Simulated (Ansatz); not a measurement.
# Response to strain in MoS2

The parent structure is MoS2 (space group P6_3/mmc, No. 194; a = 3.1090 Å, c = 11.7090 Å; layered, stacked along the Cartesian z axis).

Strains are applied to the cell and any free atomic positions relax.

Computed with Ansatz (an electronic-structure program) PBEsol-D3(BJ), no spin-orbit coupling.

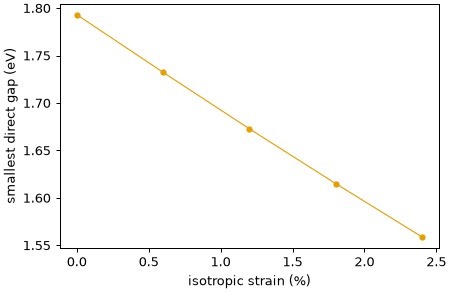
Figure. Smallest direct gap against isotropic strain

```tsv
isotropic strain (%)	smallest direct gap
0.6	1.73 eV
1.2	1.67 eV
1.8	1.62 eV
2.4	1.56 eV
```

Gaps are Kohn–Sham eigenvalue differences; semilocal functionals usually give less than the measured gap. Stability against distortions was not tested.
